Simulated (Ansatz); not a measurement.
**A computed series for BN: response to strain**

Consider BN in the h-BN type structure (space group P6_3/mmc, No. 194; layered, stacked along the Cartesian z axis).

```
BN
1.0
    2.49975     0.00000     0.00000
   -1.24987     2.16485     0.00000
    0.00000     0.00000     6.52535
B N
2 2
Direct
  0.33333   0.66667   0.25000
  0.66667   0.33333   0.75000
  0.33333   0.66667   0.75000
  0.66667   0.33333   0.25000
```

Cartesian axes are those of the cell as printed.

Strains are applied to the cell and any free atomic positions relax.

Method: Kohn–Sham DFT with the r2SCAN+rVV10 functional, run in Ansatz (a program for electronic structure) with PAW and 500 eV plane waves, scalar-relativistic without spin-orbit coupling, earlier PAW set.

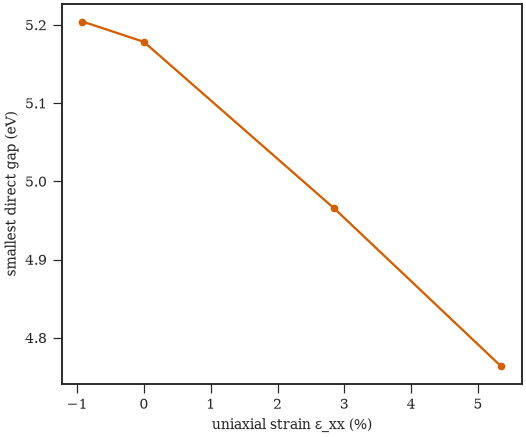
Fig. 1. Smallest direct gap against uniaxial strain ε_xx

| uniaxial strain ε_xx (%) | smallest direct gap |
|---|---|
| -0.92 | 5.20 eV |
| 2.85 | 4.97 eV |
| 5.35 | 4.76 eV |

Stability against distortions was not tested.
